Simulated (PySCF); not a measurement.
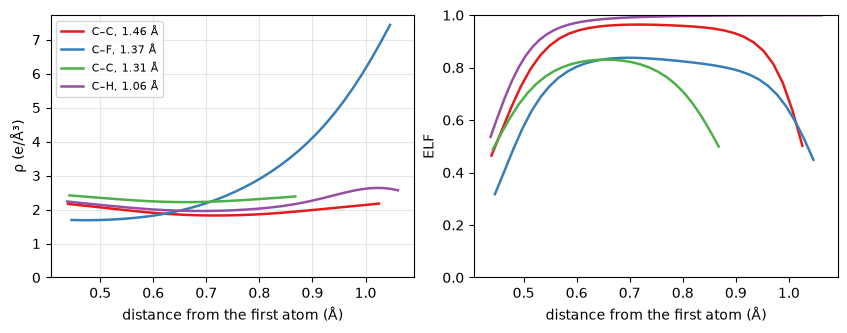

Figure. C₄H₄F₂. Electron density and electron localisation function along straight lines between neighbouring atoms. The curves leave out the atomic cores.

Geometry: GFN2-xTB.

Level of theory: PBE0/pcSseg-1, SCF density, gas phase, non-relativistic in PySCF 2.14.0.

```yaml
atoms:
  - { symbol: F, position_ang: [2.1119, 1.1856, -0.2437] }
  - { symbol: C, position_ang: [1.4676, -0.0187, -0.1139] }
  - { symbol: C, position_ang: [0.0136, 0.1515, -0.0617] }
  - { symbol: C, position_ang: [-1.0681, 0.8873, 0.0006] }
  - { symbol: C, position_ang: [-1.2729, -0.5784, 0.0317] }
  - { symbol: F, position_ang: [-1.5910, -1.1799, 1.2372] }
  - { symbol: H, position_ang: [1.7605, -0.6355, -0.9734] }
  - { symbol: H, position_ang: [1.8313, -0.4832, 0.8121] }
  - { symbol: H, position_ang: [-1.5321, 1.8400, 0.0560] }
  - { symbol: H, position_ang: [-1.7118, -1.1642, -0.7674] }
```

**What kind of bonding do the profiles show?**

C–C (1.46 Å): the density is about 1.8 e/Å³ at the midpoint; the ELF peaks at about 0.95 between the atoms, as expected for localised, covalent bonding.
C–F (1.37 Å): ρ is about 2.1 e/Å³ halfway, with its minimum of 1.7 e/Å³ about 0.5 Å from C; the ELF peaks at about 0.85 between the atoms: a polar covalent bond.
C–C (1.31 Å): ρ is about 2.2 e/Å³ halfway; the ELF peaks at about 0.85 between the atoms: a multiple bond.
C–H (1.06 Å): the density is about 2.1 e/Å³ at the midpoint; the ELF climbs to about 1 towards the hydrogen, as it does in any bond to H (an ordinary covalent bond to hydrogen).
